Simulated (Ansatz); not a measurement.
Convergence study of the k-point mesh for BaTiO3 (P4mm, 5 atoms in the cell)

```yaml
crystal:
  lattice:
    - [3.97005, 0.00000, 0.00000]
    - [0.00000, 3.97005, 0.00000]
    - [0.00000, 0.00000, 4.01980]
  atoms:
    - { symbol: Ba, position: [0.00000, 0.00000, 0.01244] }
    - { symbol: Ti, position: [0.50000, 0.50000, 0.51300] }
    - { symbol: O, position: [0.50000, 0.50000, 0.97700] }
    - { symbol: O, position: [0.00000, 0.50000, 0.48700] }
    - { symbol: O, position: [0.50000, 0.00000, 0.48700] }
```

Level of theory: PBE (plane waves, PAW; Ansatz, a program for electronic structure).

Base settings: basis.ecutwfc = 30.9 Ry; kpoints.mp_grid.grid = 6 6 6; hamiltonian.xc = pbe; hamiltonian.pseudopotentials = {kind: paw} (the program's default PAW files); scf.occupations.method = fermi_dirac; scf.occupations.width = 0.0015 Ry.

The second cell is the first with its lattice scaled by 0.98.

Only quantities that move along the ladder and can be compared are tabulated.

The count of work is k-points × plane waves × bands × iterations; it is no time. Core times come from one kind of shared machine, to one figure; runs under 30 s give none.

The starting cell has typed, rounded lattice constants, without a prior relaxation at this level. Its lattice was rescaled by up to half a per cent. One atom was moved a little off its site on purpose. In the base run, with a pressure of about 6 GPa the cell is away from its equilibrium volume at this level. Ansatz's pressure includes its estimate of the finite-basis (Pulay) stress.

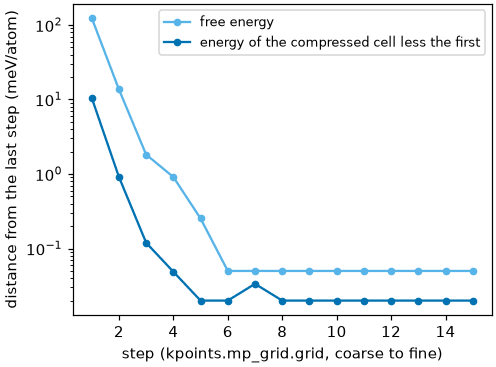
Figure: Distance from the last step along the ladder; very small values are drawn at a floor.

| kpoints.mp_grid.grid | free energy less the last step's (meV/atom) | energy of the compressed cell less the first (meV/atom) | pressure (GPa) | largest difference of a force vector from the last step's (eV/Å) | gap on the mesh (eV) | count of work / last | core time / last (rough) |
|---|---|---|---|---|---|---|---|
| 2 2 2 | 124.17 | 64.96 | 7.67 | 2.026 | 1.632 | 0.013 | – |
| 3 3 3 | 13.64 | 55.34 | 5.82 | 0.386 | 2.126 | 0.011 | – |
| 4 4 4 | 1.82 | 54.55 | 5.66 | 0.083 | 1.885 | 0.033 | – |
| 5 5 4 | 0.91 | 54.48 | 5.65 | 0.026 | 2.046 | 0.033 | – |
| 5 5 5 | 0.25 | 54.44 | 5.64 | 0.017 | 2.047 | 0.033 | – |
| 6 6 6 | 0.03 | 54.44 | 5.64 | 0.003 | 1.893 | 0.073 | – |
| 7 7 7 | 0.03 | 54.40 | 5.64 | 0.000 | 1.994 | 0.073 | – |
| 8 8 8 | 0.00 | 54.43 | 5.64 | 0.000 | 1.893 | 0.14 | – |
| 9 9 9 | 0.00 | 54.43 | 5.64 | 0.000 | 1.958 | 0.14 | – |
| 10 10 10 | -0.01 | 54.44 | 5.64 | 0.000 | 1.893 | 0.23 | – |
| 11 11 11 | 0.01 | 54.43 | 5.64 | 0.000 | 1.938 | 0.23 | – |
| 12 12 12 | -0.01 | 54.45 | 5.64 | 0.000 | 1.893 | 0.36 | – |
| 13 13 13 | 0.00 | 54.43 | 5.64 | 0.000 | 1.926 | 0.36 | – |
| 15 15 14 | 0.00 | 54.43 | 5.64 | 0.000 | 1.918 | 0.52 | 0.4 |
| 16 16 16 | 0.00 | 54.44 | 5.64 | 0.000 | 1.893 | 0.74 | 0.7 |
| 18 18 18 | 0.00 | 54.43 | 5.64 | 0.000 | 1.893 | 1.0 | 1 |

Coarsest kpoints.mp_grid.grid that holds the free energy within 5 meV/atom of the last step, with all finer ones: 4 4 4, at 0.033 of the last step's count of work; the step before is off by 14 meV/atom.

Coarsest kpoints.mp_grid.grid that holds the energy of the compressed cell less the first within 0.2 meV/atom of the last step, with all finer ones: 4 4 4, at 0.033 of the last step's count of work; the step before is off by 0.91 meV/atom.

Coarsest kpoints.mp_grid.grid that holds the pressure within 1 GPa of the last step, with all finer ones: 3 3 3, at 0.011 of the last step's count of work; the step before is off by 2.0 GPa.

The energy difference between the two cells stays within 1 meV/atom of the last step's from 3 3 3 on, the total only from 5 5 4 on: much of the error is common to both cells and cancels.

The gap on the mesh jumps up and down from mesh to mesh; it is no smooth measure of convergence.

Keys are those of Ansatz 0.2.
